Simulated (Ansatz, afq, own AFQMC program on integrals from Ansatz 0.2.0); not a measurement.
# BSiH3 (triplet): AFQMC on the coupled-cluster ladder at distance Si1–B2 = 4.195 Å, cc-pVDZ, part 2 of 2

Ansatz 0.2.0, Gaussian basis, and an in-house AFQMC program (afq) on its integrals; all values are calculated; cc-pVDZ, frozen cores. The steps go on from the part before.

## 10. Phaseless AFQMC, CISD trial on ROHF

It reads the integrals that the CCSD(T) run on this determinant wrote.

Started as:

```bash
afq ham --method phaseless --trial cisd --walkers 60 --populations 1 --least-time 40 --time-step 0.005 --steps-per-block 50 --equilibration-blocks 40 --max-blocks 300 --target-error 0.00076 --factor-cut 1e-05 --start spin_pure --seed 3785 --release-times 0.24,0.51,0.99,1.62,2.4 --release-step 0.03 --release-every 4 --taylor-order 6
```

Log:

```text
orbitals 41  electrons 6 4  factors 291 of 450
reference energy -315.17656083 Eh
CCSD correlation -0.18107045 Eh in 15 cycles, weight of the determinant in the CISD state 0.8811
energy of the start -315.357631 Eh
 block  time / (1/Eh)  mean weight  energy / Eh
     1     0.250  1.0004  -315.354996
     2     0.500  0.9997  -315.355415
     3     0.750  0.9995  -315.356537
     4     1.000  0.9982  -315.357992
     5     1.250  0.9989  -315.358331
     6     1.500  1.0004  -315.358129
     7     1.750  0.9983  -315.359722
     8     2.000  0.9995  -315.359384
     9     2.250  0.9994  -315.361499
    10     2.500  0.9997  -315.360976
    11     2.750  0.9996  -315.363308
    16     4.000  1.0001  -315.363286
    21     5.250  1.0005  -315.358888
    26     6.500  1.0014  -315.361149
    31     7.750  1.0022  -315.362620
    36     9.000  0.9994  -315.359444
    41    10.250  1.0010  -315.357297
    46    11.500  0.9999  -315.362164
    51    12.750  1.0010  -315.360357
    56    14.000  0.9981  -315.364167
    61    15.250  0.9982  -315.362310
    66    16.500  1.0022  -315.358347
    71    17.750  0.9998  -315.372257
    76    19.000  1.0017  -315.356845
    81    20.250  1.0001  -315.359410
    86    21.500  1.0017  -315.361175
    91    22.750  0.9991  -315.361488
    96    24.000  1.0006  -315.362366
   101    25.250  1.0013  -315.363447
   106    26.500  1.0009  -315.364139
   111    27.750  1.0015  -315.358828
   116    29.000  1.0007  -315.361234
   121    30.250  1.0010  -315.358965
   126    31.500  0.9997  -315.364332
   131    32.750  1.0020  -315.360831
   136    34.000  1.0015  -315.358147
   141    35.250  1.0013  -315.357243
   146    36.500  0.9996  -315.358828
   151    37.750  0.9997  -315.359145
   156    39.000  1.0014  -315.358961
   161    40.250  0.9995  -315.359819
   166    41.500  0.9985  -315.359020
   171    42.750  1.0016  -315.360203
   176    44.000  1.0017  -315.360598
   181    45.250  0.9991  -315.358039
   186    46.500  0.9989  -315.359130
   191    47.750  1.0014  -315.359130
   196    49.000  0.9995  -315.359817
blocks merged  error / Eh  count
     1  0.000162  160
     2  0.000194  80
     4  0.000248  40
     8  0.000245  20
    16  0.000305  10
released: time / (1/Eh)  energy / Eh  error  mean overlap
  0.24  -315.360723  0.000399  1.0112
  0.51  -315.360830  0.000434  1.0146
  0.99  -315.360895  0.000345  1.0239
  1.62  -315.361669  0.000372  1.0180
  2.40  -315.361626  0.000450  1.0057
energy -315.360521 +/- 0.000248 Eh
```

Run time: 9.3 min. Hardware: 1 thread of Arm Neoverse N1, shared host.

Energy -8581.3969 ± 0.0068 eV. Caveats: constraint bias not in the error.

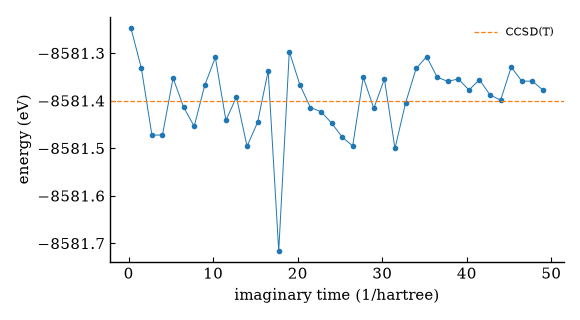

Block energies along the walk.

## 11. CCSD(T) on UHF

in.yaml reads:

```yaml
crystal:
  periodic: [false, false, false]
  atoms:
    - {symbol: Si, position_ang: [0.000000, -0.148669, 1.283919]}
    - {symbol: B, position_ang: [0.000000, 0.232261, -2.893750]}
    - {symbol: H, position_ang: [0.000000, 1.032262, 2.205788]}
    - {symbol: H, position_ang: [0.000000, 1.343898, -3.339101]}
    - {symbol: H, position_ang: [0.000000, -0.724810, -3.604255]}
basis:
  gaussian: {orbitals: cc-pVDZ}
magnetization: {spin_polarized: true, initial_magnetization: 2}
correlation: {method: ccsd_t, electrons: outside_noble_gas, hamiltonian_folder: ham}
```

Started as:

```bash
ansatz run in.yaml --threads 1 --pin off --events-out ev --progress --plain --max-ram 1382MiB
```

Log, cut to the lines that bear on the results:

```text
Functional definition: HF
  name "HF"
  cite "Fock, Z. Phys. 61, 126 (1930) doi:10.1007/BF01340294"
  parent pbe
[...]
450 factors; integrals over basis functions are off by at most 1.2e-3 eV
[...]
mean field -8576.54059805 eV, -315.1820535901 hartree, gradient 2.7e-6 eV, S^2 2.060694; 18 other end points of the search recorded, 0 dependent functions left out
determinant -8576.54059805 eV, -315.1820535901 hartree, with singles and doubles -8581.31742923 eV, -315.3575988983 hartree
determinant -8576.44084404 eV, -315.1783876981 hartree, with singles and doubles -8581.23308744 eV, -315.3544993948 hartree
determinant -8575.60958655 eV, -315.1478395487 hartree, with singles and doubles -8579.81034460 eV, -315.3022145598 hartree
determinant -8574.99738178 eV, -315.1253414383 hartree, with singles and doubles -8579.91651472 eV, -315.3061162398 hartree
[...]
determinant -8573.98129718 eV, -315.0880010181 hartree, with singles and doubles -8578.30965593 eV, -315.2470652684 hartree
determinant -8573.79245251 eV, -315.0810611046 hartree, with singles and doubles -8579.83725544 eV, -315.3032035147 hartree
determinant -8576.54059805 eV, -315.1820535901 hartree, with singles and doubles -8581.32091359 eV, -315.3577269463 hartree
determinant -8576.44084404 eV, -315.1783876981 hartree, with singles and doubles -8581.23320762 eV, -315.3545038114 hartree
6 core orbitals not correlated: weight in the atoms' cores, before any rotation towards them, 1.000 or more for the frozen orbitals, at most 0.000 for the correlated occupied ones
reference -8576.54059805 eV, -315.1820535901 hartree; 6, 4 occupied and 35, 37 virtual orbitals, 450 factors
second order -3.56123175 eV of doubles, -0.00000000 eV of singles
cycle   1  -4.78031844 eV  change   -2.9e-6 eV  update   6.5e-6
perturbative correction -0.08008571 eV, -0.0029430957 hartree
Total energy: -8581.40100220 eV, -315.3606701482 hartree
```

Run time: 14 s. Hardware: 1 thread of Arm Neoverse N1, shared host.

From the report: ⟨S²⟩ of the determinant 2.061 (pure triplet: 2.00); correlation -4.8604 eV; T1 0.028; largest double amplitude 0.07.

This run also writes the integrals to the folder ham.

## 12. CCSDT(Q) on UHF

in.yaml: that of step 11 with these lines changed.

```diff
@@ -11,2 +11,2 @@
 magnetization: {spin_polarized: true, initial_magnetization: 2}
-correlation: {method: ccsd_t, electrons: outside_noble_gas, hamiltonian_folder: ham}
+correlation: {method: ccsdt_q, electrons: outside_noble_gas}
```

Same command.

Log, cut to the lines that bear on the results:

```text
Functional definition: HF
  name "HF"
  cite "Fock, Z. Phys. 61, 126 (1930) doi:10.1007/BF01340294"
  parent pbe
[...]
857 factors; integrals over basis functions are off by at most 1.6e-7 eV
[...]
mean field -8576.54064446 eV, -315.1820552960 hartree, gradient 3.0e-6 eV, S^2 2.060688; 18 other end points of the search recorded, 0 dependent functions left out
determinant -8576.54064446 eV, -315.1820552960 hartree, with singles and doubles -8581.31748068 eV, -315.3576007892 hartree
determinant -8576.44088001 eV, -315.1783890200 hartree, with singles and doubles -8581.23312509 eV, -315.3545007783 hartree
determinant -8575.60960923 eV, -315.1478403821 hartree, with singles and doubles -8579.81035064 eV, -315.3022147818 hartree
determinant -8574.99743518 eV, -315.1253434010 hartree, with singles and doubles -8579.91657160 eV, -315.3061183299 hartree
[...]
determinant -8573.79246468 eV, -315.0810615518 hartree, with singles and doubles -8579.83727017 eV, -315.3032040563 hartree
determinant -8576.54064446 eV, -315.1820552960 hartree, with singles and doubles -8581.32096422 eV, -315.3577288069 hartree
determinant -8576.44088001 eV, -315.1783890200 hartree, with singles and doubles -8581.23324457 eV, -315.3545051690 hartree
6 core orbitals not correlated: weight in the atoms' cores, before any rotation towards them, 1.000 or more for the frozen orbitals, at most 0.000 for the correlated occupied ones
reference -8576.54064446 eV, -315.1820552960 hartree; 6, 4 occupied and 35, 37 virtual orbitals, 857 factors
second order -3.56126642 eV of doubles, -0.00000000 eV of singles
cycle   1  -4.38547017 eV  change   -8.2e-1 eV  update   7.8e-2
[...]
cycle  31  -4.88672127 eV  change    1.8e-8 eV  update   1.1e-6
perturbative correction -0.00197624 eV, -0.0000726254 hartree
Total energy: -8581.42934197 eV, -315.3617116157 hartree
```

Run time: 71 s. Hardware: 1 thread of Arm Neoverse N1, shared host; peak memory 0.34 GiB.

From the report: ⟨S²⟩ of the determinant 2.061 (pure triplet: 2.00); correlation -4.8887 eV; T1 0.028; largest double amplitude 0.08.

## 13. Phaseless AFQMC, CISD trial on UHF

It reads the integrals that the CCSD(T) run on this determinant wrote.

Started as:

```bash
afq ham --method phaseless --trial cisd --walkers 60 --populations 1 --least-time 40 --time-step 0.005 --steps-per-block 50 --equilibration-blocks 40 --max-blocks 300 --target-error 0.00076 --factor-cut 1e-05 --start spin_pure --seed 3785 --release-times 0.24,0.51,0.99,1.62,2.4 --release-step 0.03 --release-every 4 --taylor-order 6
```

Log:

```text
orbitals 41  electrons 6 4  factors 291 of 450
reference energy -315.18205359 Eh
CCSD correlation -0.17567342 Eh in 17 cycles, weight of the determinant in the CISD state 0.8724
energy of the start -315.355145 Eh
 block  time / (1/Eh)  mean weight  energy / Eh
     1     0.250  1.0006  -315.353808
     2     0.500  0.9996  -315.354888
     3     0.750  0.9995  -315.356309
     4     1.000  0.9983  -315.357971
     5     1.250  0.9991  -315.358283
     6     1.500  1.0005  -315.357863
     7     1.750  0.9984  -315.359912
     8     2.000  0.9996  -315.359629
     9     2.250  0.9995  -315.360309
    10     2.500  0.9998  -315.361278
    11     2.750  0.9993  -315.361915
    16     4.000  0.9998  -315.358190
    21     5.250  1.0005  -315.358739
    26     6.500  1.0009  -315.364378
    31     7.750  1.0009  -315.363210
    36     9.000  0.9988  -315.361511
    41    10.250  1.0012  -315.358476
    46    11.500  1.0002  -315.365371
    51    12.750  1.0006  -315.361171
    56    14.000  0.9984  -315.361715
    61    15.250  0.9961  -315.357859
    66    16.500  1.0044  -315.359240
    71    17.750  0.9997  -315.360778
    76    19.000  1.0013  -315.359722
    81    20.250  1.0006  -315.359535
    86    21.500  1.0005  -315.359086
    91    22.750  0.9994  -315.361862
    96    24.000  1.0012  -315.361647
   101    25.250  1.0015  -315.361268
   106    26.500  1.0003  -315.362224
   111    27.750  1.0019  -315.359417
   116    29.000  1.0000  -315.358571
   121    30.250  1.0001  -315.360390
   126    31.500  1.0002  -315.361962
   131    32.750  1.0006  -315.358485
   136    34.000  1.0010  -315.358669
   141    35.250  1.0006  -315.357837
   146    36.500  0.9994  -315.359807
   151    37.750  0.9990  -315.359942
   156    39.000  1.0011  -315.358943
   161    40.250  1.0008  -315.360496
   166    41.500  0.9987  -315.360932
   171    42.750  1.0016  -315.363516
   176    44.000  1.0017  -315.362511
   181    45.250  0.9986  -315.358797
   186    46.500  0.9987  -315.361385
   191    47.750  1.0012  -315.359383
   196    49.000  1.0002  -315.362029
blocks merged  error / Eh  count
     1  0.000150  160
     2  0.000186  80
     4  0.000229  40
     8  0.000238  20
    16  0.000259  10
released: time / (1/Eh)  energy / Eh  error  mean overlap
  0.24  -315.360756  0.000321  1.0161
  0.51  -315.360886  0.000308  1.0194
  0.99  -315.361177  0.000260  1.0274
  1.62  -315.361966  0.000411  0.9930
  2.40  -315.361823  0.000379  0.9894
energy -315.360672 +/- 0.000238 Eh
```

It took 9 min on 1 thread of Arm Neoverse N1, shared host.

Energy -8581.4011 ± 0.0065 eV. Caveats: constraint bias not in the error.

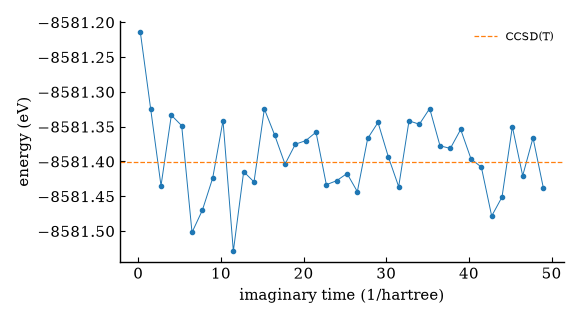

Block energies along the walk.

## 14. AFQMC on the ladder

On the ROHF determinant, counted from CCSDT(Q) (a yardstick, not exact):

```
                                              level  energy (eV)  from CCSDT(Q) (meV)  statistical error (meV)     time
                                                 HF   -8576.3911              +5037.9                                  
                                                MP2   -8580.1290              +1300.0                                  
                                               CCSD   -8581.3183               +110.7                                  
                                            CCSD(T)   -8581.4009                +28.2                                  
                                           CCSDT(Q)   -8581.4291                  0.0                                  
Phaseless AFQMC, CISD trial, step 0.005, 60 walkers   -8581.3969                +32.1                      6.8  9.3 min
```

On the UHF determinant, counted from CCSDT(Q) (a yardstick, not exact):

```
                                              level  energy (eV)  from CCSDT(Q) (meV)  statistical error (meV)   time
                                                 HF   -8576.5406              +4888.7                                
                                                MP2   -8580.1018              +1327.5                                
                                               CCSD   -8581.3209               +108.4                                
                                            CCSD(T)   -8581.4010                +28.3                                
                                           CCSDT(Q)   -8581.4293                  0.0                                
Phaseless AFQMC, CISD trial, step 0.005, 60 walkers   -8581.4011                +28.3                      6.5  9 min
```

The functionals' totals stand on their own zeros and serve differences with other points: PBE -8590.769 eV; r2SCAN -8594.972 eV; PBE0 -8591.882 eV; B3LYP -8597.215 eV; wB97M-V -8594.963 eV; B2PLYP -8592.008 eV.

## 15. Results

This closing draws on all 2 parts.

| quantity | value |
| --- | --- |
| CCSD(T) on ROHF from CCSDT(Q) | +28.2 meV |
| Phaseless AFQMC, CISD trial on ROHF from CCSDT(Q) | +32.1 ± 6.8 meV |
| CCSD(T) on UHF from CCSDT(Q) | +28.3 meV |
| Phaseless AFQMC, CISD trial on UHF from CCSDT(Q) | +28.3 ± 6.5 meV |

On ROHF the phaseless walk with the CISD trial lies +32.1 meV from CCSDT(Q), 5 times its error bar. On UHF the phaseless walk with the CISD trial lies +28.3 meV from CCSDT(Q), 4 times its error bar. Error bars are statistical and leave out the constraint, the time step and what remains of the start.
